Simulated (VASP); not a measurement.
Input:

```xyz
2
Lattice="-2.1825 2.1825 1.1574 2.1825 -2.1825 1.1574 2.1825 2.1825 -1.1574" Properties=species:S:1:pos:R:3 pbc="T T T"
Mn     0.0000     2.1825     0.5787
Mn     0.0000     0.0000     0.0000
```

Level of theory: PBEsol GGA, VASP's PBE PAW potentials (set 64) (plane waves; VASP). Numerical set-up: 400 eV cut-off, 20×20×20 Γ-centred mesh, tetrahedra with Blöchl corrections, potentials Mn_pv.

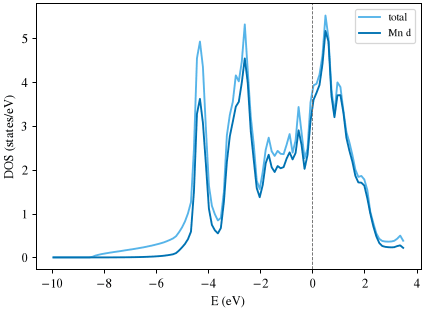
Figure: Total and projected density of states, zero at the Fermi level

Within 2 eV below the Fermi level the largest weight inside VASP's projection spheres is Mn d.

It has no gap at this level: it comes out as a metal or semimetal.

The structure was generated: Mn was put into the beta-Sn type (I4_1/amd), which need not be its known phase. It was relaxed first, which changed the volume by -9 %. The run is not spin-polarised, so no magnetic state was tried.
